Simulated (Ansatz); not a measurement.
```xyz
8
Lattice="2.7961 0.0000 0.0000 0.0000 2.7961 0.0000 0.0000 0.0000 11.2049" Properties=species:S:1:pos:R:3 pbc="T T T"
Al    0.0000    0.0000    9.7999
Al    0.0000    0.0000    1.4050
Al    0.0000    0.0000    4.2182
Al    0.0000    0.0000    6.9867
Co    1.3981    1.3981    0.0000
Co    1.3981    1.3981    2.7836
Co    1.3981    1.3981    8.4213
Fe    1.3981    1.3981    5.6025
```

Space group P4/mmm; a structure generated by program, which may or may not match a known phase; changed on purpose from its base cell (volume × 0.94, shape and atoms relaxed); computed pressure about 13 GPa in this cell; spin-polarised.

The calculation used Ansatz, DFT PBE, scalar-relativistic, plane waves, PAW.

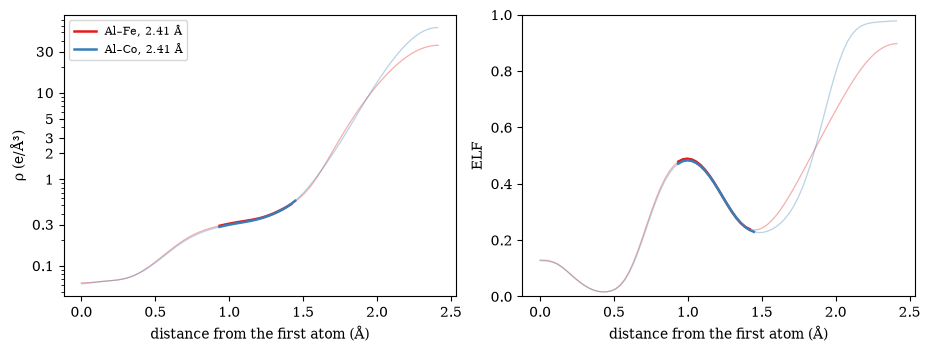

Al4FeCo3. Valence charge density (pseudo) and ELF along straight lines between neighbouring atoms. Thin, pale parts lie inside the atomic spheres.

In a PAW calculation such maps are meaningful between the atoms, not at the nuclei.

Compare the contacts.

Al–Fe (2.41 Å): ρ is about 0.36 e/Å³ halfway; the ELF is about 0.40 at the midpoint.
Al–Co (2.41 Å): ρ is about 0.35 e/Å³ halfway; the ELF is about 0.40 at the midpoint.
